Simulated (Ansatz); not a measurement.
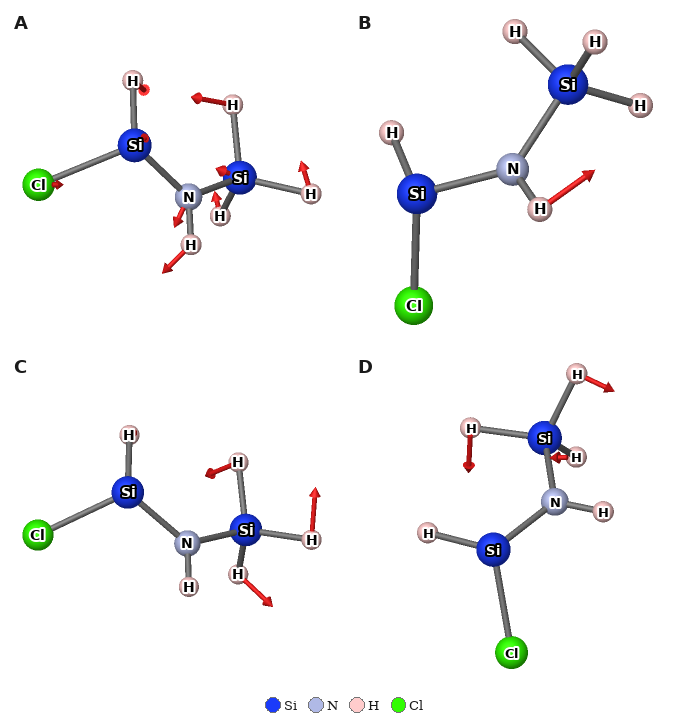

4 normal modes of one molecule or complex, as arrows. State: neutral, doublet. Harmonic vibrations computed with UKS PBE0-D4/def2-TZVP (Ansatz 0.2.0) at a stationary point of the same level.

### Match the panels to the wavenumbers 48 cm⁻¹, 214 cm⁻¹, 934 cm⁻¹, 1201 cm⁻¹.

A: 214 cm⁻¹
B: 1201 cm⁻¹
C: 48 cm⁻¹, a torsion or out-of-plane motion in which bond lengths and bond angles hardly change
D: 934 cm⁻¹, H–Si–H bending
